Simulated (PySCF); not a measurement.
# Geometry relaxation, with input and output: Li2 (charge −1) (part 1 of 2)

- system: Li2, charge −1, multiplicity 4
- method: ROKS-olyp/cc-pcvdz, optimize (PySCF 2.14.0)

Figures and captions count atoms from 1; the log counts them from 0 in places.

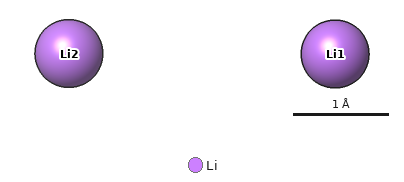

Figure 1. The starting structure (ball-and-stick view, seen on its broad side; atoms are numbered from 1 in the order of the input).

### Input file
```python
from pyscf import gto, dft
from pyscf.geomopt.geometric_solver import optimize

mol = gto.M(
    atom='Li 0 0 0; Li 0 0 2.804',
    basis='cc-pcvdz',
    charge=-1,
    spin=3,
    verbose=4,
)
mf = dft.ROKS(mol, xc='olyp')
mf = mf.density_fit(auxbasis='def2-universal-jkfit')
mf = mf.newton()
mf.kernel()
g = mf.nuc_grad_method()
g.grid_response = True
mol_eq = optimize(g.as_scanner(), maxsteps=30)
print('optimised geometry (angstrom)')
print(mol_eq.tostring('raw'))
print('orbital energies (hartree):', mf.mo_energy[..., max(0, mol.nelec[1]-3):mol.nelec[0]+3].round(4))
```

Machine: 1 CPU thread, shared host.

Launch command:
```bash
OMP_NUM_THREADS=1 python input.py
```

### What the program printed
```
PySCF version 2.14.0

[INPUT] verbose = 4
[INPUT] num. atoms = 2
[INPUT] num. electrons = 7
[INPUT] charge = -1
[INPUT] spin (= nelec alpha-beta = 2S) = 3
[INPUT] symmetry False subgroup None
[INPUT] Mole.unit = angstrom
[INPUT] Symbol           X                Y                Z      unit          X                Y                Z       unit  Magmom
[INPUT]  1 Li     0.000000000000   0.000000000000   0.000000000000 AA    0.000000000000   0.000000000000   0.000000000000 Bohr   0.0
[INPUT]  2 Li     0.000000000000   0.000000000000   2.804000000000 AA    0.000000000000   0.000000000000   5.298792053280 Bohr   0.0

nuclear repulsion = 1.69850032035663
number of shells = 14
number of NR pGTOs = 60
number of NR cGTOs = 36
basis = cc-pcvdz
ecp = {}

******** <class 'pyscf.soscf.newton_ah.SecondOrderDFROKS'> ********
method = SecondOrderDFROKS
initial guess = minao
damping factor = 0
level_shift factor = 0
DIIS = <class 'pyscf.scf.diis.CDIIS'>
diis_start_cycle = 1
diis_space = 8
diis_damp = 0
SCF conv_tol = 1e-09
SCF conv_tol_grad = None
SCF max_cycles = 50
direct_scf = False
num. doubly occ = 2  num. singly occ = 3
XC library pyscf.dft.libxc version 7.0.0
    S. Lehtola, C. Steigemann, M. J.T. Oliveira, and M. A.L. Marques.,  SoftwareX 7, 1–5 (2018)
XC functionals = olyp
    N. C. Handy and A. J. Cohen.,  Mol. Phys. 99, 403 (2001)
    C. Lee, W. Yang, and R. G. Parr.,  Phys. Rev. B 37, 785 (1988)
    B. Miehlich, A. Savin, H. Stoll, and H. Preuss.,  Chem. Phys. Lett. 157, 200 (1989)
radial grids:
    Treutler-Ahlrichs [JCP 102, 346 (1995); DOI:10.1063/1.469408] (M4) radial grids

becke partition: Becke, JCP 88, 2547 (1988); DOI:10.1063/1.454033
pruning grids: <function nwchem_prune>
grids dens level: 3
symmetrized grids: False
atomic radii adjust function: <function treutler_atomic_radii_adjust>
small_rho_cutoff = 0
******** <class 'pyscf.df.df_jk.DFROKS'> Newton solver flags ********
SCF tol = 1e-09
conv_tol_grad = None
max. SCF cycles = 50
direct_scf = False
max_cycle_inner = 12
max_stepsize = 0.05
ah_start_tol = 1e+09
ah_level_shift = 0
ah_conv_tol = 1e-12
ah_lindep = 1e-14
ah_start_cycle = 1
ah_max_cycle = 40
ah_grad_trust_region = 2.5
kf_interval = 4
kf_trust_region = 5
canonicalization = True
Set conv_tol_grad to 3.16228e-05
tot grids = 27448

WARN: HOMO -0.0613065211619495 >= LUMO -0.061306521161949

Initial guess E= -14.9568501670334  |g|= 0.0538755
macro= 0  E= -14.9685565107736  delta_E= -0.0117063  |g|= 0.0538755  2 KF 7 JK
macro= 1  E= -14.9688517517601  delta_E= -0.000295241  |g|= 0.000345291  2 KF 7 JK
macro= 2  E= -14.9688517517601  delta_E= -7.10543e-15  |g|= 8.48446e-06  1 KF 2 JK
Canonicalize SCF orbitals
macro X = 3  E=-14.9688517517601  |g|= 8.48446e-06  total 6 KF 20 JK
converged SCF energy = -14.9688517517601
Create scanner for <class 'pyscf.df.grad.roks.Gradients'>
Create scanner for <class 'pyscf.soscf.newton_ah.SecondOrderDFROKS'>
input.py

Current date and time:

#|     Arguments passed to driver run_optimizer():      |#
customengine              <pyscf.geomopt.geometric_solver.PySCFEngine object>
logIni                    [file]
maxiter                   30
----------------------------------------------------------
Custom engine selected.
Bonds will be generated from interatomic distances less than 1.20 times sum of covalent radii
6 internal coordinates being used (instead of 6 Cartesians)
Internal coordinate system (atoms numbered from 1):
Distance 1-2
Translation-X 1-2
Translation-Y 1-2
Translation-Z 1-2
Rotation-A 1-2
Rotation-B 1-2
Rotation-C 1-2
<class 'geometric.internal.Distance'> : 1
<class 'geometric.internal.TranslationX'> : 1
<class 'geometric.internal.TranslationY'> : 1
<class 'geometric.internal.TranslationZ'> : 1
<class 'geometric.internal.RotationA'> : 1
<class 'geometric.internal.RotationB'> : 1
<class 'geometric.internal.RotationC'> : 1
> ===== Optimization Info: ====
> Job type: Energy minimization
> Maximum number of optimization cycles: 30
> Initial / maximum trust radius (Angstrom): 0.100 / 0.300
> Convergence Criteria:
> Will converge when all 5 criteria are reached:
>  |Delta-E| < 1.00e-06
>  RMS-Grad  < 3.00e-04
>  Max-Grad  < 4.50e-04
>  RMS-Disp  < 1.20e-03
>  Max-Disp  < 1.80e-03
> === End Optimization Info ===

Geometry optimization cycle 1
Cartesian coordinates (Angstrom)
 Atom        New coordinates             dX        dY        dZ
  Li   0.000000   0.000000   0.000000    0.000000  0.000000  0.000000
  Li   0.000000   0.000000   2.804000    0.000000  0.000000  0.000000

WARN: Mole.unit (angstrom) is changed to Bohr

New geometry
   1 Li     0.000000000000   0.000000000000   0.000000000000 AA    0.000000000000   0.000000000000   0.000000000000 Bohr
   2 Li     0.000000000000   0.000000000000   2.804000000000 AA    0.000000000000   0.000000000000   5.298792053280 Bohr

******** <class 'pyscf.scf.hf.SecondOrderDFROKS_Scanner'> ********
method = SecondOrderDFROKS_Scanner
initial guess = minao
damping factor = 0
level_shift factor = 0
DIIS = <class 'pyscf.scf.diis.CDIIS'>
diis_start_cycle = 1
diis_space = 8
diis_damp = 0
SCF conv_tol = 1e-09
SCF conv_tol_grad = None
SCF max_cycles = 50
direct_scf = False
num. doubly occ = 2  num. singly occ = 3
XC library pyscf.dft.libxc version 7.0.0
    S. Lehtola, C. Steigemann, M. J.T. Oliveira, and M. A.L. Marques.,  SoftwareX 7, 1–5 (2018)
XC functionals = olyp
    N. C. Handy and A. J. Cohen.,  Mol. Phys. 99, 403 (2001)
    C. Lee, W. Yang, and R. G. Parr.,  Phys. Rev. B 37, 785 (1988)
    B. Miehlich, A. Savin, H. Stoll, and H. Preuss.,  Chem. Phys. Lett. 157, 200 (1989)
radial grids:
    Treutler-Ahlrichs [JCP 102, 346 (1995); DOI:10.1063/1.469408] (M4) radial grids

becke partition: Becke, JCP 88, 2547 (1988); DOI:10.1063/1.454033
pruning grids: <function nwchem_prune>
grids dens level: 3
symmetrized grids: False
atomic radii adjust function: <function treutler_atomic_radii_adjust>
small_rho_cutoff = 0
******** <class 'pyscf.df.df_jk.DFROKS'> Newton solver flags ********
SCF tol = 1e-09
conv_tol_grad = None
max. SCF cycles = 50
direct_scf = False
max_cycle_inner = 12
max_stepsize = 0.05
ah_start_tol = 1e+09
ah_level_shift = 0
ah_conv_tol = 1e-12
ah_lindep = 1e-14
ah_start_cycle = 1
ah_max_cycle = 40
ah_grad_trust_region = 2.5
kf_interval = 4
kf_trust_region = 5
canonicalization = True
Set conv_tol_grad to 3.16228e-05
tot grids = 27448

WARN: HOMO 0.0856705042965291 >= LUMO 0.0857373036961185

Initial guess E= -14.9688517517096  |g|= 7.63424e-06
macro= 0  E= -14.9688517519047  delta_E= -1.95129e-10  |g|= 7.63424e-06  1 KF 3 JK
Canonicalize SCF orbitals
macro X = 1  E=-14.9688517519047  |g|= 7.63424e-06  total 2 KF 5 JK
converged SCF energy = -14.9688517519047

******** <class 'pyscf.grad.rhf.Gradients_Scanner'> for <class 'pyscf.scf.hf.SecondOrderDFROKS_Scanner'> ********
unit = Eh/Bohr
grid_response = True
--------------- SecondOrderDFROKS_Scanner gradients ---------------
         x                y                z
0 Li    -0.0000000000     0.0000000000     0.0050944464
1 Li     0.0000000000    -0.0000000000    -0.0050944464
----------------------------------------------
cycle 1: E = -14.9688517519  dE = -14.9689  norm(grad) = 0.00720464
Step    0 : Gradient = 5.094e-03/5.094e-03 (rms/max) Energy = -14.9688517519
Hessian Eigenvalues: 2.31755e-02 5.00000e-02 5.00000e-02 ... 5.00000e-02 5.00000e-02 5.00000e-02

Geometry optimization cycle 2
Cartesian coordinates (Angstrom)
 Atom        New coordinates             dX        dY        dZ
  Li   0.000000  -0.000000  -0.058162    0.000000 -0.000000 -0.058162
  Li  -0.000000   0.000000   2.862162   -0.000000  0.000000  0.058162
New geometry
   1 Li     0.000000000000  -0.000000000000  -0.058161866857 AA    0.000000000000  -0.000000000000  -0.109909999253 Bohr
   2 Li    -0.000000000000   0.000000000000   2.862161866857 AA   -0.000000000000   0.000000000000   5.408702052533 Bohr

******** <class 'pyscf.scf.hf.SecondOrderDFROKS_Scanner'> ********
method = SecondOrderDFROKS_Scanner
initial guess = minao
damping factor = 0
level_shift factor = 0
DIIS = <class 'pyscf.scf.diis.CDIIS'>
diis_start_cycle = 1
diis_space = 8
diis_damp = 0
SCF conv_tol = 1e-09
SCF conv_tol_grad = None
SCF max_cycles = 50
direct_scf = False
num. doubly occ = 2  num. singly occ = 3
XC library pyscf.dft.libxc version 7.0.0
    S. Lehtola, C. Steigemann, M. J.T. Oliveira, and M. A.L. Marques.,  SoftwareX 7, 1–5 (2018)
XC functionals = olyp
    N. C. Handy and A. J. Cohen.,  Mol. Phys. 99, 403 (2001)
    C. Lee, W. Yang, and R. G. Parr.,  Phys. Rev. B 37, 785 (1988)
    B. Miehlich, A. Savin, H. Stoll, and H. Preuss.,  Chem. Phys. Lett. 157, 200 (1989)
radial grids:
    Treutler-Ahlrichs [JCP 102, 346 (1995); DOI:10.1063/1.469408] (M4) radial grids

becke partition: Becke, JCP 88, 2547 (1988); DOI:10.1063/1.454033
pruning grids: <function nwchem_prune>
grids dens level: 3
symmetrized grids: False
atomic radii adjust function: <function treutler_atomic_radii_adjust>
small_rho_cutoff = 0
******** <class 'pyscf.df.df_jk.DFROKS'> Newton solver flags ********
SCF tol = 1e-09
conv_tol_grad = None
max. SCF cycles = 50
direct_scf = False
max_cycle_inner = 12
max_stepsize = 0.05
ah_start_tol = 1e+09
ah_level_shift = 0
ah_conv_tol = 1e-12
ah_lindep = 1e-14
ah_start_cycle = 1
ah_max_cycle = 40
ah_grad_trust_region = 2.5
kf_interval = 4
kf_trust_region = 5
canonicalization = True
Set conv_tol_grad to 3.16228e-05
tot grids = 27448
  HOMO = 0.0752373838480787  LUMO = 0.0767152498637388  gap/eV = 0.04021
Initial guess E= -14.969629679106  |g|= 0.00492768
macro= 0  E= -14.9697547024726  delta_E= -0.000125023  |g|= 0.000463335  2 KF 7 JK
macro= 1  E= -14.9697547024726  delta_E= -7.4607e-14  |g|= 8.95582e-06  1 KF 2 JK
Canonicalize SCF orbitals
macro X = 2  E=-14.9697547024726  |g|= 8.95582e-06  total 4 KF 12 JK
converged SCF energy = -14.9697547024726

******** <class 'pyscf.grad.rhf.Gradients_Scanner'> for <class 'pyscf.scf.hf.SecondOrderDFROKS_Scanner'> ********
unit = Eh/Bohr
grid_response = True
--------------- SecondOrderDFROKS_Scanner gradients ---------------
         x                y                z
0 Li     0.0000000000    -0.0000000000     0.0031976697
1 Li    -0.0000000000     0.0000000000    -0.0031976697
----------------------------------------------
cycle 2: E = -14.9697547025  dE = -0.000902951  norm(grad) = 0.00452219
Step    1 : Displace = 5.816e-02/5.816e-02 (rms/max) Trust = 1.000e-01 (=) Grad = 3.198e-03/3.198e-03 (rms/max) E (change) = -14.9697547025 (-9.030e-04) Quality = 1.613
Hessian Eigenvalues: 8.62877e-03 5.00000e-02 5.00000e-02 ... 5.00000e-02 5.00000e-02 5.00000e-02

Geometry optimization cycle 3
Cartesian coordinates (Angstrom)
 Atom        New coordinates             dX        dY        dZ
  Li  -0.000000   0.000000  -0.156214   -0.000000  0.000000 -0.098052
  Li   0.000000  -0.000000   2.960214    0.000000 -0.000000  0.098052
New geometry
   1 Li    -0.000000000000   0.000000000000  -0.156213706734 AA   -0.000000000000   0.000000000000  -0.295201122631 Bohr
   2 Li     0.000000000000  -0.000000000000   2.960213706734 AA    0.000000000000  -0.000000000000   5.593993175911 Bohr

******** <class 'pyscf.scf.hf.SecondOrderDFROKS_Scanner'> ********
method = SecondOrderDFROKS_Scanner
initial guess = minao
damping factor = 0
level_shift factor = 0
DIIS = <class 'pyscf.scf.diis.CDIIS'>
diis_start_cycle = 1
diis_space = 8
diis_damp = 0
SCF conv_tol = 1e-09
SCF conv_tol_grad = None
SCF max_cycles = 50
direct_scf = False
num. doubly occ = 2  num. singly occ = 3
XC library pyscf.dft.libxc version 7.0.0
    S. Lehtola, C. Steigemann, M. J.T. Oliveira, and M. A.L. Marques.,  SoftwareX 7, 1–5 (2018)
XC functionals = olyp
    N. C. Handy and A. J. Cohen.,  Mol. Phys. 99, 403 (2001)
    C. Lee, W. Yang, and R. G. Parr.,  Phys. Rev. B 37, 785 (1988)
    B. Miehlich, A. Savin, H. Stoll, and H. Preuss.,  Chem. Phys. Lett. 157, 200 (1989)
radial grids:
    Treutler-Ahlrichs [JCP 102, 346 (1995); DOI:10.1063/1.469408] (M4) radial grids

becke partition: Becke, JCP 88, 2547 (1988); DOI:10.1063/1.454033
pruning grids: <function nwchem_prune>
grids dens level: 3
symmetrized grids: False
atomic radii adjust function: <function treutler_atomic_radii_adjust>
small_rho_cutoff = 0
******** <class 'pyscf.df.df_jk.DFROKS'> Newton solver flags ********
SCF tol = 1e-09
conv_tol_grad = None
max. SCF cycles = 50
direct_scf = False
max_cycle_inner = 12
max_stepsize = 0.05
ah_start_tol = 1e+09
ah_level_shift = 0
ah_conv_tol = 1e-12
ah_lindep = 1e-14
ah_start_cycle = 1
ah_max_cycle = 40
ah_grad_trust_region = 2.5
kf_interval = 4
kf_trust_region = 5
canonicalization = True
Set conv_tol_grad to 3.16228e-05
tot grids = 27448
  HOMO = 0.069624812653955  LUMO = 0.0722270200825676  gap/eV = 0.07081
Initial guess E= -14.9702002390299  |g|= 0.00739114
macro= 0  E= -14.9704834619288  delta_E= -0.000283223  |g|= 0.000657933  2 KF 8 JK
macro= 1  E= -14.9704834619289  delta_E= -1.06581e-14  |g|= 1.15492e-05  1 KF 2 JK
Canonicalize SCF orbitals
macro X = 2  E=-14.9704834619289  |g|= 1.15492e-05  total 4 KF 13 JK
converged SCF energy = -14.9704834619289

******** <class 'pyscf.grad.rhf.Gradients_Scanner'> for <class 'pyscf.scf.hf.SecondOrderDFROKS_Scanner'> ********
unit = Eh/Bohr
grid_response = True
--------------- SecondOrderDFROKS_Scanner gradients ---------------
         x                y                z
0 Li     0.0000000000    -0.0000000000     0.0009022206
1 Li    -0.0000000000     0.0000000000    -0.0009022206
----------------------------------------------
cycle 3: E = -14.9704834619  dE = -0.000728759  norm(grad) = 0.00127593
Step    2 : Displace = 9.805e-02/9.805e-02 (rms/max) Trust = 1.414e-01 (+) Grad = 9.022e-04/9.022e-04 (rms/max) E (change) = -14.9704834619 (-7.288e-04) Quality = 1.230
Hessian Eigenvalues: 6.19417e-03 5.00000e-02 5.00000e-02 ... 5.00000e-02 5.00000e-02 5.00000e-02
```
